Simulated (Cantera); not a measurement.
Feed: 1 mol SiHCl₃, a varied amount of N₂, held at 1675 K and 0.00630 bar.

Cantera equilibrium calculation (NASA polynomials, part measured and part estimated; ideal gas, pure solids and liquids). Candidate condensed phases: NH₄Cl, Si, Si₃N₄; 28 gas species. The tables' values for SiCl₃, SiCl are old estimates; treat these amounts as uncertain. Equilibrium is a limit: real reactors are often held back by kinetics, nucleation or transport.

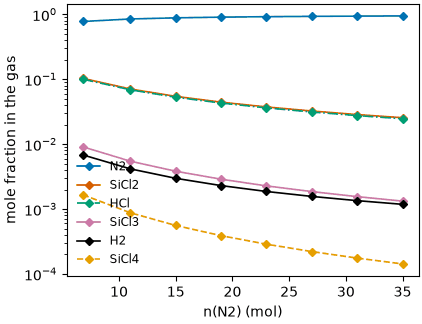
Equilibrium gas composition (values under 1e-9 drawn at 1e-9)

Read off the mole fractions at 23 mol N₂.

N₂ about 0.92, SiCl₂ about 0.037, HCl about 0.036, SiCl₃ about 0.0023, H₂ about 0.0019, SiCl₄ about 0.00029.
